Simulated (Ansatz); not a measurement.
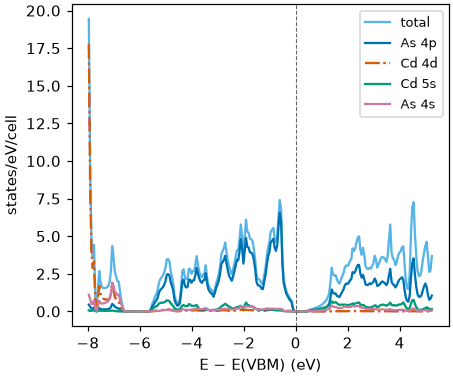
*Total and projected density of states of CdAs2 in space group I4_122 (No. 98; Cd on 4a, As on 8f), PBEsol in the plane-wave PAW code Ansatz*

### Question
Which orbitals carry the states next to the gap?

### Answer
Top 1 eV of the valence band: As 4p 88 %, outside the projected shells 6 %. Bottom 1 eV of the conduction band: Cd 5s 45 %, As 4p 31 %, As 4s 15 %, outside the projected shells 9 %. Projections are on Löwdin-orthogonalised atomic valence shells; empty p or d shells of many metals are not among them.

The workflow started from a Materials Project entry (that database holds measured and hypothetical structures alike); the Crystallography Open Database copy checked does not list it. Whether it is the stable phase at ambient conditions was not checked. The PBEsol relaxation kept the symmetry of its start; its stability against distortions is not shown here. Spin–orbit coupling is left out wherever it is not named.

Potentials: the later of the program's two PAW sets.
